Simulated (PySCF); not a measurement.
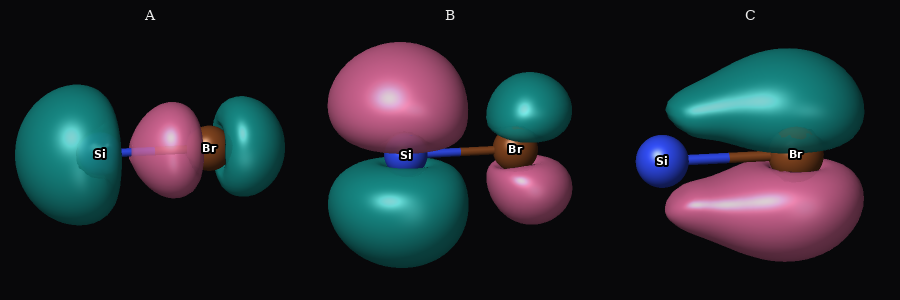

Figure. SiBr (charge +1). Three frontier orbitals, each drawn at the value that holds 80 % of its norm (teal and pink are the two phases), in no order; of a degenerate pair one member is drawn.

Computed with PBE0/def2-TZVPPD, non-relativistic Hamiltonian with scalar-relativistic core potentials where named, at a bond length of 2.114 Å (PySCF 2.14.0).

> Label each orbital by symmetry, say whether it is occupied, and order them by energy.

Orbital C: π, occupied, −15.96 eV; mainly on Br (85 %).
Orbital A: σ, occupied, −15.56 eV; shared between the atoms (Si 65 %, Br 35 %).
Orbital B: π, empty, −9.44 eV; mainly on Si (80 %).
